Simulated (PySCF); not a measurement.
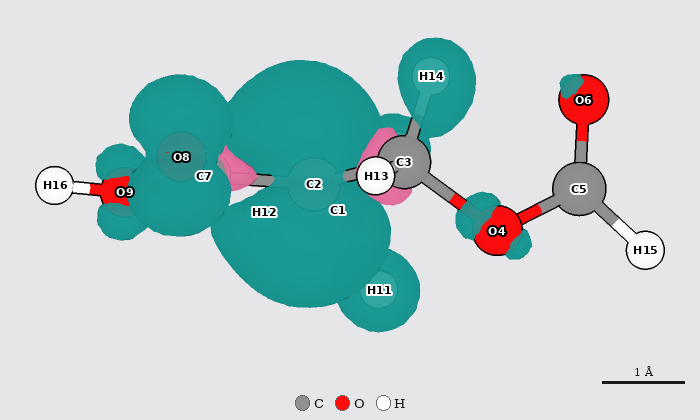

The picture shows: C₅H₇O₄ (SMILES C[C](COC=O)C(=O)O) (doublet). Isosurfaces of the spin density (α minus β) at +0.02 (teal) and −0.02 e/Å³ (pink), seen from one side.

Geometry: GFN2-xTB.

Computed with UKS B3LYP, pcH-1 on C H O, non-relativistic, mean-field spin-orbit, GIAO (PySCF 2.14.0, density-fitted response routines).

```xyz
16

C    -0.7888   -0.9240    0.7446
C    -0.5139    0.2094   -0.1583
C     0.8864    0.5787   -0.4955
O     1.7803    0.4465    0.6144
C     2.4998   -0.6568    0.6824
O     2.4769   -1.5771   -0.0806
C    -1.5525    0.9821   -0.7761
O    -1.3567    1.9375   -1.5108
O    -2.8077    0.5678   -0.4821
H    -0.2221   -1.8031    0.4286
H    -0.4556   -0.6892    1.7599
H    -1.8502   -1.1507    0.7668
H     0.9283    1.6185   -0.8312
H     1.2565   -0.0729   -1.3050
H     3.1496   -0.6014    1.5716
H    -3.4379    1.1434   -0.9401
```

Q: Where is the unpaired spin?

A: The unpaired spin (1 electron) lies mostly on C2 (about 0.5) and O8 (about 0.2), in electrons by Hirshfeld's partition.
